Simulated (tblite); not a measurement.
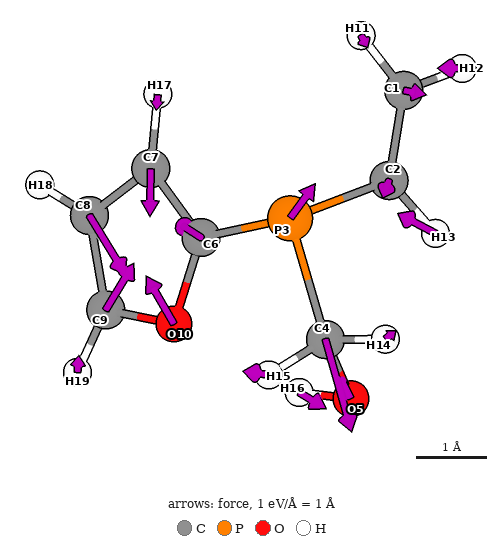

Starting geometry of C₇H₉O₂P with the computed forces as purple arrows. A ball-and-stick model, seen at a tilt.

Method: GFN2-xTB geometry optimisation, gas phase in tblite. 

Is this structure relaxed? If not, where do the atoms go?

Answer. It isn't relaxed: the largest force vector, on C4, is 1.56 eV/Å. The final displacements have little in common with the starting forces (cosine between the two patterns 0.14). H17 moves most after the best rigid fit: 0.98 Å. By element the largest moves are H 0.98 Å, O 0.57 Å, C 0.49 Å, P 0.09 Å. Near-neighbour distances that change, for instance: P3–C4 1.839 → 1.885 Å, C4–O5 1.442 → 1.399 Å, C2–P3 1.857 → 1.825 Å, C2–H13 1.107 → 1.084 Å. Bond angles that change, for instance: P3–C6–O10 124.2° → 118.4°, P3–C6–C7 125.9° → 131.4°, O5–C4–H15 106.7° → 111.8°. Groups turn about P3–C6 by about 30°. The energy falls by 19.7 kJ/mol in 150 geometry steps.
